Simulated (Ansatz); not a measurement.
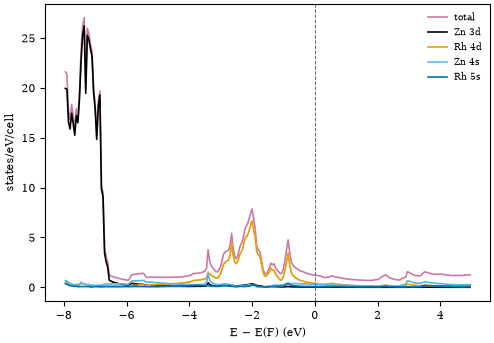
Figure: Total and projected density of states of Zn3Rh in space group I4/mmm (No. 139; Zn on 4d, Zn on 2b, Rh on 2a), plane-wave PAW r²SCAN (Ansatz code)

Problem. Which orbitals carry the states next to the Fermi level?

Solution. Within 0.5 eV of the Fermi level: Rh 4d 35 %, Zn 4s 23 %, Rh 5s 6 %, outside the projected shells 34 %. Projections are on Löwdin-orthogonalised atomic valence shells; empty p or d shells of many metals are not among them.

Problem. Where is the tallest occupied peak in this window, and what makes it?

Solution. Near -7.3 eV, about 27 states/eV per cell; the largest projected share is Zn 3d.

The workflow started from a Materials Project entry (that database holds measured and hypothetical structures alike); the Crystallography Open Database copy checked does not list it. With Zn and Rh taken as one species the cell has the higher symmetry Fm-3m, so it may be an ordered model of a mixed-site phase. Its standing as an ambient phase is unchecked. Symmetry was held in the r²SCAN relaxation; whether a distortion lowers the energy is not shown. The run is not spin-polarised. Scalar-relativistic: spin–orbit coupling is off unless named, which matters more the heavier the elements.

Potentials: the later of the program's two PAW sets.
